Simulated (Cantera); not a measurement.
Charge: 1 mol Si, 1.1 mol HCl, a varied amount of N₂, held at 998 K and 0.580 bar.

Method: chemical equilibrium by Gibbs-energy minimisation in Cantera with the NASA 1993 tables (ideal gas, pure condensed phases). Candidate condensed phases: NH₄Cl, Si, Si₃N₄; 28 gas species. N₂ is the only nitrogen source here; it is nearly inert below about 1500 K, so the nitride shown seldom forms there in practice. Rates play no part.

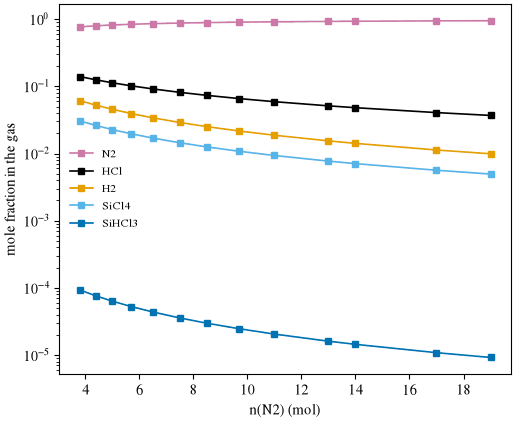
Fig. 1. Equilibrium gas composition (values under 1e-9 drawn at 1e-9)

**Question.** Read off the mole fractions at 9.7 mol N₂.

**Answer.** N₂ about 0.90, HCl about 0.066, H₂ about 0.022, SiCl₄ about 0.011, SiHCl₃ about 2.5e-5.
